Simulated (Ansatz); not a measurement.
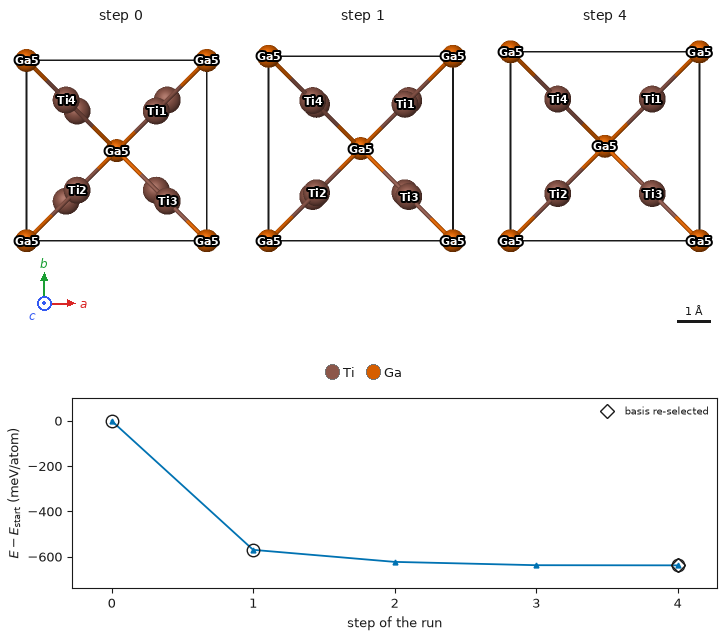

Frames of a relaxation of crystalline Ti4Ga (a generated structure, set up in I-43m) (coarse preliminary run), marked on the history of the run. A ball-and-stick model of the conventional cell (2 times the calculation's cell), seen along the c axis. Lengths and directions refer to the drawn axes.

Method: DFT PBE, scalar-relativistic, plane waves, PAW in Ansatz 0.2.0. Set-up: plane-wave cutoff 420 eV; k-point mesh 4 × 4 × 4; occupations gaussian; smearing width 0.1 eV; no spin polarisation; cell and atoms relaxed; force threshold 0.04 eV/Å; at most 70 steps.

**What happens along the run?**

The largest moves relative to the cell, 0.31 Å, are those of Ti1, Ti2, Ti3 and Ti4. Ti1 goes along [1 1 1]. Ga stays in place. The volume changes by +15.0 %, with a = b = c 5.584 → 5.850 Å (+4.8 %). Some distances before and after: Ti1–Ga5 2.123 → 2.532 Å, Ti1–Ga5 (another image) 2.713 → 2.534 Å, Ti1–Ti2 2.833 → 2.925 Å. The space group (tolerance 0.01 Å) goes from I-43m (No. 217) to Im-3m (No. 229). Over 3 accepted moves (4 points after the start) the energy falls by 638 meV per atom. The largest force component goes from 3.1 to 0.0033 eV/Å. The pressure goes from 24.64 to 0.09 GPa. At 1 point the geometry stayed and the basis and grid were re-selected for the new cell (energy shift of 0.7 meV per atom at most each time). The run took 19 s on 1 thread of Intel(R) Xeon(R) Processor @ 2.70GHz (shared host), peak memory 0.38 GiB. From step 0 to 1: Ti atoms move most (0.20 Å), volume +7.0 %, energy −569 meV per atom. From step 1 to 4: Ti atoms move most (0.10 Å), volume +7.5 %, energy −68.5 meV per atom.

```
step  E − E(0), meV/atom  largest force component, eV/Å  pressure, GPa  volume, Å³/atom                      note
   0                0.00                         3.0893          24.64           17.408                          
   1             -569.25                         0.5852           7.92           18.624                          
   2             -622.41                         0.3007           1.76           19.695                          
   3             -637.03                         0.0034           0.01           20.024                          
   4             -637.71                         0.0033           0.09           20.024  same geometry, new basis
```
